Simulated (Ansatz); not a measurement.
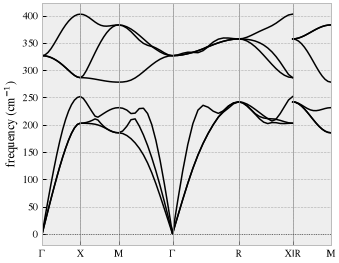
Phonon dispersion of AlCo (CsCl type, Pm-3m), PBE (plane waves, PAW; program Ansatz); imaginary frequencies are drawn negative

Q: Is this phase dynamically stable?

A: Yes, on this path no branch is imaginary.

Q: How high does the spectrum reach?

A: About 400 cm⁻¹ (12.1 THz).

The PBE relaxation kept the symmetry of its start. No spin polarisation was allowed. As this level gives no gap, phonon frequencies hold no LO–TO term and depend on the k-mesh and smearing (Fermi–Dirac, 0.1 eV here).

Potentials: the later of the program's two PAW sets.
